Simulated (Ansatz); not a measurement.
Input

```
crystal:
  periodic: [false, false, false]
  atoms:
    - {symbol: C, position_ang: [-1.761865, 1.021123, 0.207611]}
    - {symbol: Al, position_ang: [0.101371, 0.644001, -0.255635]}
    - {symbol: C, position_ang: [1.578050, 0.813501, 1.016861]}
    - {symbol: P, position_ang: [0.052501, -1.871926, -0.696556]}
    - {symbol: Cl, position_ang: [0.623757, 0.997906, -2.320531]}
    - {symbol: H, position_ang: [-2.054567, 0.558057, 1.155439]}
    - {symbol: H, position_ang: [-1.910513, 2.100453, 0.321225]}
    - {symbol: H, position_ang: [-2.460097, 0.684763, -0.563900]}
    - {symbol: H, position_ang: [2.506562, 0.376215, 0.639306]}
    - {symbol: H, position_ang: [1.349962, 0.346115, 1.980195]}
    - {symbol: H, position_ang: [1.783566, 1.870767, 1.216603]}
    - {symbol: H, position_ang: [-0.241098, -2.872291, 0.255924]}
    - {symbol: H, position_ang: [1.246594, -2.413126, -1.211557]}
    - {symbol: H, position_ang: [-0.827124, -2.284962, -1.716186]}
basis:
  gaussian: {orbitals: def2-TZVPP}
hamiltonian: {xc: pbe0, dispersion: d4}
output: {orbitals: {seedname: orbitals}}
```

Run with:

```sh
ansatz run in.yaml --threads 4 --pin off --events-out ev --progress --plain --max-ram 11315MiB
```

Geometry: PBE0-D4/def2-TZVP.

Theory: Ansatz 0.2.0, RKS PBE0-D4/def2-TZVPP.

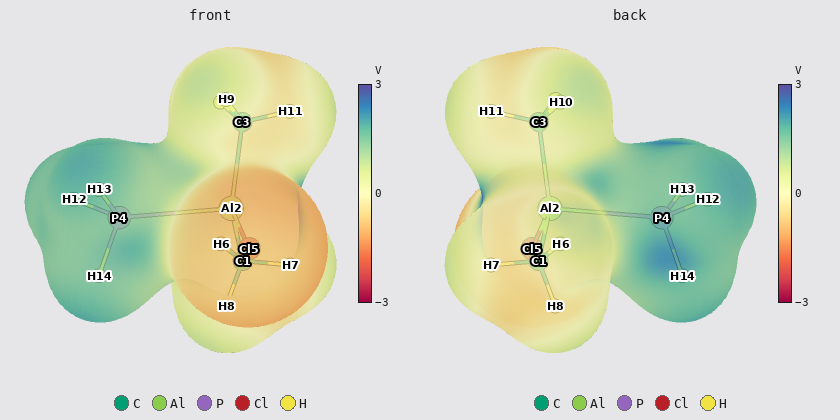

C2H9AlClP (SMILES [CH3][Al-]([CH3])([PH3+])[Cl]). The electrostatic potential painted on the density surface at 0.004 e/bohr³, seen from the front and from behind; red is negative and blue positive.

> Which sites attract a positive test charge, and which a negative one?

A positive charge is drawn to the negative regions and a negative charge to the positive ones. The most negative region (about −1.1 V) lies over Cl5, the most positive (about +2.6 V) over Al2.
